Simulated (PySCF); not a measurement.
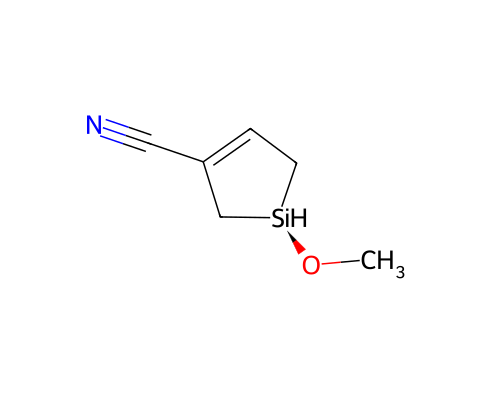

The computed structure is the end point of a GFN2-xTB optimisation. No frequency run is at hand to confirm it as a minimum. Level of theory: PBE0/pcSseg-1, gas phase (PySCF 2.14.0).

Estimate the HOMO energy (Kohn–Sham orbital).

−7.55 eV.

Give the dipole moment at this level.

5.18 D.

What is the HOMO–LUMO gap?

6.54 eV.

The geometry is semi-empirical. Around Si such bond lengths and angles can be off by a tenth of an ångström or more and by several degrees, and values that hang on the shape move with them.
